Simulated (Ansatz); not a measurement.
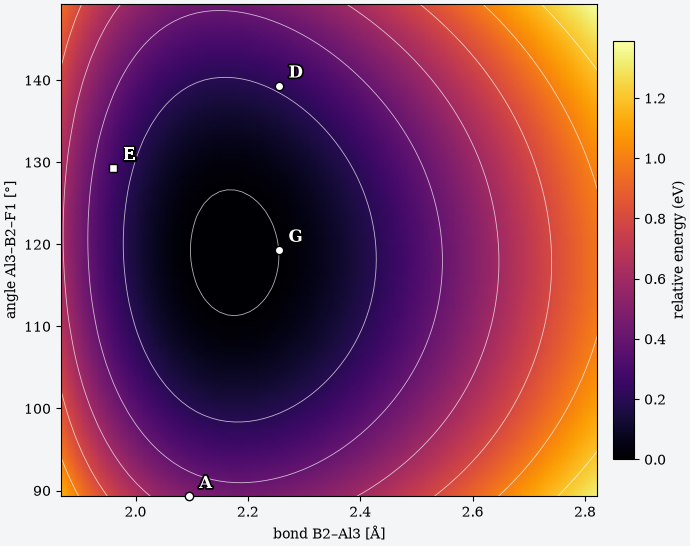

AlBClFH₂, SMILES F[BH][AlH][Cl]. 
- Two internal coordinates are moved rigidly from the geometry relaxed at PBE0-D4/def2-TZVP, all others fixed.
- Coordinates scanned: (1) bond B2–Al3; (2) angle Al3–B2–F1.
- The grid has 7 × 7 points.
- Energies: eV, counted from the lowest grid point.
- Level of theory: RKS r2SCAN-D4/def2-TZVPP in Ansatz.

Drawn: a smooth colour map with a few white contour lines, lettered points. Between grid points the surface is interpolated.

> What kind of point is each of D, E: minimum, saddle, maximum or slope?

D: on a slope; E: on a slope. (In these two coordinates alone; a stationary point may lie a little off the grid point.)

> Rank the lettered points by energy, lowest first.

G (0.00 eV), D (0.22 eV), E (0.29 eV), A (0.50 eV).
